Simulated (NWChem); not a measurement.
# C3H7Cl (1-chloropropane): levels of theory compared

Wanted: a comparison of 3 runs (MP2/6-31G*, MP2/6-31+G*, MP2/6-31++G**) of C3H7Cl (1-chloropropane). 

The results are computed with NWChem 7.3.0.

3 further runs of the same task are left out: 3 that didn't finish.

## (1) Starting point

C3H7Cl has 11 atoms, charge 0, and is taken as a singlet. As SMILES, `CCCCl`. The coordinates come from a PBE0-D4/def2-TZVP relaxation. This is one conformer, not always the lowest.

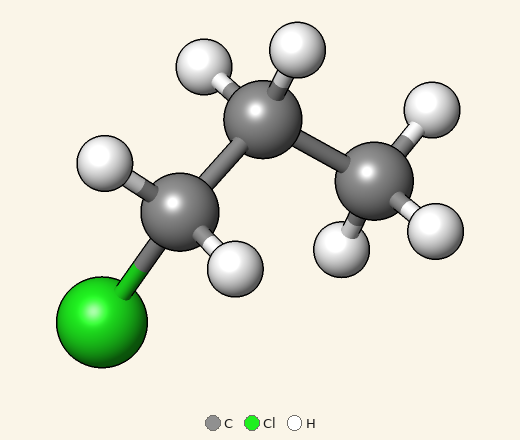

Viewed from a chosen angle; carbon grey, chlorine green, hydrogen white.

## (2) The energy at MP2/6-31G(d) (spherical functions) (run 1)

Input file c3h7cl.nw:

```
start c3h7cl
title "C3H7Cl mp2"
memory total 2200 mb

geometry units angstrom noautosym nocenter noautoz
  C       -0.811400       1.004000       0.042600
  C       -0.136300      -0.246800       0.573600
  C        0.973200      -0.768100      -0.310500
  Cl       0.367700      -1.319700      -1.901800
  H       -1.275800       0.816000      -0.927000
  H       -1.588000       1.349300       0.727700
  H       -0.090500       1.816700      -0.083200
  H       -0.872100      -1.041800       0.726600
  H        0.310900      -0.042500       1.554000
  H        1.471500      -1.627200       0.136700
  H        1.716000       0.003200      -0.518100
end

basis spherical bse
  C library 6-31G*
  Cl library 6-31G*
  H library 6-31G*
end

scf
  singlet
  rhf
  thresh 1e-08
  maxiter 80
  noprint "final vectors analysis"
end

mp2
  freeze core 8
  tight
end

task mp2
```

The run is started by

```
nwchem c3h7cl.nw > c3h7cl.out
```

The log of the run:

```text
[...]
  functions       =    74
[...]
  wavefunction    = RHF
[...]
         Total SCF energy =   -577.163129183945
      One-electron energy =  -1117.353081707972
      Two-electron energy =    376.898006935851
 Nuclear repulsion energy =    163.291945588177
        Time for solution =      8.3s
[...]
          Total MP2 energy          -577.682471732318
[...]
```

Wall time 11 s (1 thread of Intel Xeon 6975P-C (Granite Rapids), shared host); peak memory 0.16 GiB.

## (3) A single-point energy at MP2/6-31+G(d) (spherical functions) (run 2)

Input file m1.nw:

```
start m1
title "C3H7Cl energy"
memory total 2200 mb

geometry noautosym nocenter noautoz
  C     -0.811400     1.004000     0.042600
  C     -0.136300    -0.246800     0.573600
  C      0.973200    -0.768100    -0.310500
  Cl     0.367700    -1.319700    -1.901800
  H     -1.275800     0.816000    -0.927000
  H     -1.588000     1.349300     0.727700
  H     -0.090500     1.816700    -0.083200
  H     -0.872100    -1.041800     0.726600
  H      0.310900    -0.042500     1.554000
  H      1.471500    -1.627200     0.136700
  H      1.716000     0.003200    -0.518100
end

basis "ao basis" spherical bse
  C library 6-31+G*
  Cl library 6-31+G*
  H library 6-31+G*
end

scf
  thresh 1e-08
  maxiter 80
  noprint "final vectors analysis"
end

mp2
  freeze core 8
  tight
end

task mp2
```

The run is started by

```
nwchem m1.nw > m1.out
```

The log of the run:

```text
[...]
  functions       =    90
[...]
  wavefunction    = RHF
[...]
         Total SCF energy =   -577.164886188133
      One-electron energy =  -1117.249589095754
      Two-electron energy =    376.792757319445
 Nuclear repulsion energy =    163.291945588177
        Time for solution =     15.8s
[...]
          Total MP2 energy          -577.689247864473
[...]
```

It took 20 s on 1 thread of Intel Xeon 6975P-C (Granite Rapids), shared host; peak memory 0.23 GiB.

## (4) The energy at MP2/6-31++G(d,p) (spherical functions) (run 3)

Input file calc.nw:

```
start calc
memory total 2200 mb
charge 0
geometry units au noautosym nocenter noautoz
  C  -1.53332378  1.89728503  0.08050233
  C  -0.25756967 -0.46638441  1.08394691
  C   1.83908146 -1.45149864 -0.58675996
  Cl  0.69485230 -2.49387157 -3.59388114
  H  -2.41091259  1.54201652 -1.75177612
  H  -3.00088509  2.54980746  1.37515370
  H  -0.17102021  3.43306545 -0.15722521
  H  -1.64803015 -1.96871668  1.37307500
  H   0.58751585 -0.08031336  2.93663440
  H   2.78073199 -3.07496235  0.25832556
  H   3.24277003  0.00604712 -0.97906711
end
basis spherical bse
  * library 6-31++G**
end
scf
  thresh 1e-08
  maxiter 80
  print low
end
mp2
  freeze core 8
  tight
end
task mp2 energy
```

The run is started by

```
nwchem calc.nw > calc.out
```

The log of the run:

```text
[...]
  functions       =   118
[...]
  wavefunction    = RHF
[...]
         Total SCF energy =   -577.176253071846
      One-electron energy =  -1117.284804149625
      Two-electron energy =    376.816617234644
 Nuclear repulsion energy =    163.291933843135
        Time for solution =     38.4s
[...]
          Total MP2 energy          -577.746132286480
[...]
```

Run time: 48 s. Hardware: 1 thread of Intel Xeon 6975P-C (Granite Rapids), shared host; peak memory 0.42 GiB.

## (5) All runs side by side

```tsv
run	level	energy (Eh)	correlation energy (mEh)	wall time
1	MP2/6-31G* (spherical functions)	-577.682472	-519.3	11 s
2	MP2/6-31+G* (spherical functions)	-577.689248	-524.4	20 s
3	MP2/6-31++G** (spherical functions)	-577.746132	-569.9	48 s
```

## (6) Outcome

| quantity | value |
| --- | --- |
| run 3: total energy | -577.74613 Eh |
| run 3: correlation energy (8 core orbitals frozen) | -569.9 mEh |

In words: Over the runs the total energy spans 1.732 eV. All runs together took 78 s, the longest 48 s.
